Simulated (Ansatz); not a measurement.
# linear Ta chain under tension and compression, part 3 of 3

Does stretching change the magnetism or the channel count of the linear Ta chain?

Ansatz 0.2.0; DFT PBE, plane waves, PAW; relaxation of a chain's period (the session's first sound run).

So far, conductance of the lead as this run defines it (G₀): step 3 (At a set period, period over the relaxed period 0.88 …) 6.00; step 8 (period over the relaxed period 1.08, k-mesh 1×1×31) 5.00; step 9 (period over the relaxed period 1.13, k-mesh 1×1×30) 5.00; step 10 (period over the relaxed period 1.2, k-mesh 1×1×28) 4.02; step 11 (period over the relaxed period 1.3, k-mesh 1×1×26) 3.00. Also absolute moment (μB): step 2 (the relaxed wire) 1.14; step 8 1.20; step 9 1.40; step 10 2.39; step 11 3.69.

## Step 12: Comparing the runs

Times are for 4 threads of Arm Neoverse V2, shared host. The runs compared:

```csv
no.,period over the relaxed period,conductance of the lead as this run defines it (G₀),absolute moment (μB),energy at zero smearing less the lowest (eV),time,memory (GiB)
1,0.88,6.000,0,0.7085,26 s,0.47
2,0.92,6.000,0,0.2571,24 s,0.46
3,0.96,6.000,0,0.04477,23 s,0.45
4,1,5.175,0.9123,0,22 s,0.45
5,1.04,5.000,1.136,0.05643,29 s,0.51
6,1.08,5.000,1.198,0.1998,30 s,0.5
7,1.13,5.000,1.403,0.4516,29 s,0.49
8,1.2,4.015,2.390,0.8201,20 s,0.42
9,1.3,2.995,3.693,1.142,19 s,0.42
```

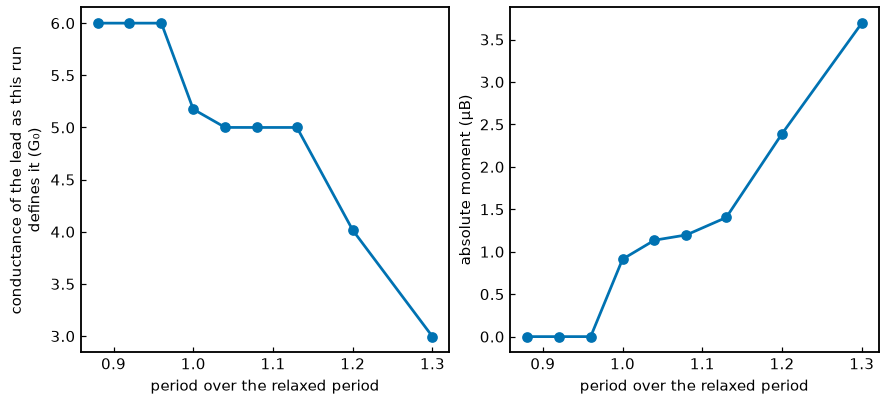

The series as plots.

## Step 13: The same system on other settings: accuracy = "high"

This step: DFT PBE, plane waves, PAW; channels and complex bands of a perfect chain; changed: accuracy = "high" (Ansatz 0.2.0).

The atoms of the run at the relaxed period are kept and the input is varied, to see whether the result depends on it.

input.yaml reads:

```yaml
crystal:
  lattice:
    - [7.5, 0.0, 0.0]
    - [0.0, 7.5, 0.0]
    - [0.0, 0.0, 2.4236265833]
  atoms:
    - { symbol: Ta, position: [0.5, 0.5, 0.0], spin: 0.49 }
magnetization:
  spin_polarized: true
kpoints:
  mp_grid: { grid: [1, 1, 34] }
scf:
  occupations: { method: fermi_dirac, width: 0.05 }
hamiltonian:
  xc: pbe
output:
  transmission:
    e_range: [-2, 2]
    de: 0.035
    kmesh: [1, 1]
    reduced_basis: true
    leads: [[0, 0]]
  stress: true
accuracy: high
```

Launch:

```
$ ansatz run input.yaml --threads 4 --pin off --max-ram 8192MiB --backend cpu --events-out ev --progress --plain --runs-dir out
```

Numbers of over 12 decimals in the logs are rounded to 6 here.

Log:

```text
[...]
Crystal: 1 atoms, lattice volume = 136.329 Å³
Basis set: ecut = 420 eV, 2633 PW (Γ)
Bands: 11, of which v1, the nominal top of the filled ones, is band 7 counted from 1 (6 counted from 0)
Symmetry: 16 space group operations
[...]
k-points: 18 of 34
[...]
Starting moments: Σ|m| = 0.49 μB on 1 of 1 site
[...]
SCF iter   1: F=—  HF=-9926.858393 eV  |F-HF|=—  |Δ(HF+E_count)|=         —  Δρ=1.64e-2 (↑1.30e-2 ↓1.64e-2)  dr2=1.80e0  dr2_m=4.85e-3  M=0.537 μB ∫|m|=0.537 μB  β_m=0.30  ethr=3.10e-3  ⟨swp⟩=6.1  Hψ=2549  notcnv=0
[...]
SCF iter  13: F=-9927.136765 eV  HF=-9927.136765 eV  |F-HF|=0.00e0  |Δ(HF+E_count)|=  2.16e-10  Δρ=3.84e-8 (↑3.84e-8 ↓2.77e-8)  dr2=1.86e-12  dr2_m=9.80e-13  M=0.911 μB ∫|m|=0.912 μB  ethr=1.00e-12  ⟨swp⟩=2.6  Hψ=1492  notcnv=0
SCF 1 converged in 13 iterations: F = -9927.136765 eV  dr2 = 1.86e-12
  Residual-converged pass: ⟨swp⟩=4.6  Hψ=1185  notcnv=0  max |occ|·‖R‖ = 7.0e-9 eV (tolerance 1.0e-8 eV)  dr2=1.86e-12  dr2_m=9.78e-13  dr2_onsite=1.52e-13  max |Δocc| = 2.6e-12
[...]
transmission: 6 of 36 steps passed
transmission: 9 of 36 steps passed
[...]
transmission: 36 of 36 steps passed
SCF converged after 13 iterations
Magnetization: 0.9112 μB (6.9556 up, 6.0444 down)
Absolute magnetization: 0.9123 μB (∫|ρ↑−ρ↓|, with the PAW one-centre terms)
[...]
Per-site moments (μB) at R_I (Å): [(0.392070, 0.999746)]
Free energy (F): -9927.136765 eV
[...]
Internal energy: -9927.118863 eV  (E = F + TS)
E sigma→0 (E₀):  -9927.127814 eV
Entropy (-TS):   -0.017902 eV (-17.902 meV/atom)
Fermi energy:    -0.841126 eV
[...]
--- Stress (GPa, compression-positive) ---
       -0.299283       0.000000       0.000000
        0.000000      -0.299283       0.000000
        0.000000       0.000000      -0.257066
  P = ⅓ Tr σ = -0.2852 GPa (-2.852 kbar)
--- Band table (eV; the first three rows and the last of 36) ---
  k-point 0 ↑: bands = [... 3 lower, -33.6714, -5.2710, -2.7964, -1.4681, -1.4390, 0.5519, 0.5519, 2.7515]
  k-point 1 ↑: bands = [... 3 lower, -33.7017, -5.2025, -2.7642, -1.4531, -1.4243, 0.5409, 0.5409, 2.7727]
  k-point 2 ↑: bands = [... 3 lower, -33.7909, -5.0018, -2.6654, -1.4083, -1.3803, 0.5033, 0.5033, 2.8364]
  k-point 17 ↓: bands = [... 3 lower, -35.0665, -2.9323, -2.9323, 1.5395, 1.5569, 1.6034, 3.9243, 7.5854]
--- Transmission ---
  basis      : 497 plane waves across, 3 finite elements along
  points     : 1, standing for a mesh of 1 x 1
[...]
crystal 0  : Ta1, at the sites [0, 0], period 2.4236 Å: whole cells are its period
[...]
filled         : 15.8 meV under the level at which it is neutral
    channels       : 6.000000e0 up, 4.000000e0 down
[...]
```

Run time: 24 s. Hardware: 4 threads of Arm Neoverse V2, shared host; peak memory 0.44 GiB.

Numbers from this step:

```yaml
energy_at_zero_smearing: -9927.1278 eV
total_moment: 0.9112 μB
absolute_moment: 0.9123 μB
channels_at_the_energy_nearest_the_fermi_level_spin_up: 6
channels_at_the_energy_nearest_the_fermi_level_spin_down: 4
conductance_of_the_lead_as_this_run_defines_it: 5.175 G₀
```

Open channels of the lead against energy, zero at the Fermi level:

```csv
energy (eV),spin up,spin down
-2.000,3,3
-1.510,4,3
-0.985,4,4
-0.495,6,4
-0.005,6,4
0.485,6,6
1.010,6,6
1.500,4,6
```

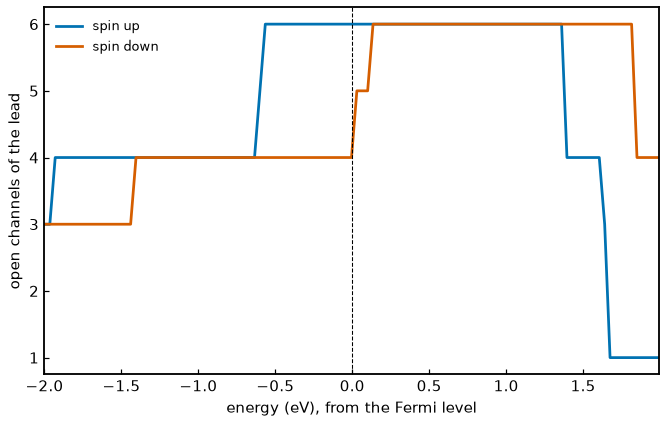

Open channels of the lead, plotted against energy.

Site moment by atom:

```csv
atom,site moment (μB)
Ta1,0.392
```

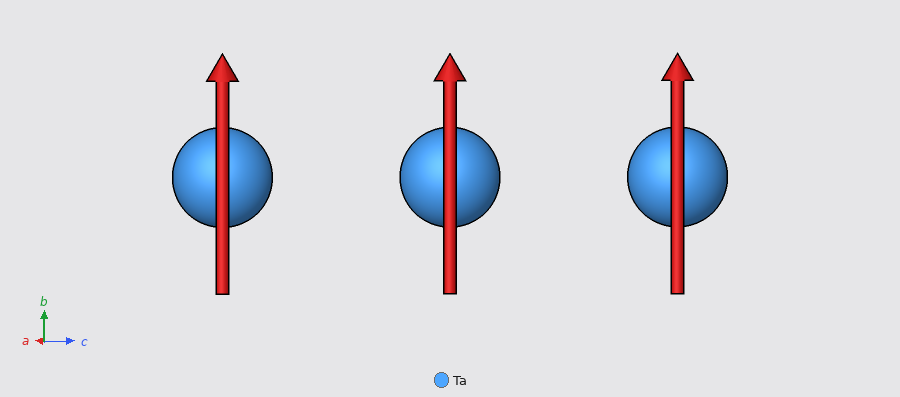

Site moment as arrows, the longest 0.392 μB. Up and down stand for the sign. Arrows give size and sign along the axis of quantisation, drawn up and down the page. 1×1×2 cells are drawn. Some periodic images of atoms are drawn too.

It took 24 s against 22 s for the run it varies, and the conductance is 5.17 G₀ against 5.17 G₀.

The total moment, absolute moment, channels at the energy nearest the Fermi level, spin up and channels at the energy nearest the Fermi level, spin down stay within 0.2 % plus 0.001 of the run it varies.

Against step 6 (now other accuracy preset), the conductance of the lead as this run defines it stays at 5.17 G₀ and the free energy stays within 0.05 meV an atom.

## Step 14: Summary of results

| Property | Result |
| --- | --- |
| relaxed cell length | 2.424 Å |
| conductance at period × 0.88 | 6.00 G₀ |
| conductance at period × 1.0 | 5.17 G₀ |
| conductance at period × 1.13 | 5.00 G₀ |
| conductance at period × 1.3 | 3.00 G₀ |
| absolute moment at period × 0.88 | 0 μB |
| absolute moment at period × 1.0 | 0.912 μB |
| absolute moment at period × 1.3 | 3.69 μB |

In words: In these runs no moment survives at the shortest period, and one is present from a factor of 1.0 on: longer bonds narrow the bands, which favours exchange splitting. The conductance goes from 6.00 G₀ at the shortest period to 3.00 G₀ at the longest, while the magnetic state changes too. The relaxation ended on 1.14 μB and the later run at its final period on 0.91 μB; the two differ in mesh and start, so the moment is sensitive to these here. Transport is coherent and elastic here: the atoms are frozen, so scattering by vibrations plays no part. Spin-orbit coupling is left out, which matters for the bands of heavy atoms. No search over magnetic orders was made; another may lie lower. For the perfect chain only parallel moments were started; its antiparallel and spiral orders were not tested. Conductances of a perfect chain off the multiples of half a G0 come from band edges within the thermal window; the square box also splits pairs of bands that an isolated chain keeps degenerate, which moves such edges. The lead's cell of one atom keeps the chain straight and evenly spaced; a zigzag or dimerised form may lie lower.

[Logs are printed without paths, hosts, clocks, repeated set-up lines and the standing remarks that a program may print on its own settings, such as how far it seeks lower states.]

[Hosts, paths, dates, database ids (printed as entryN), source tags and the programs' standing remarks are cut or masked in the printed files.]
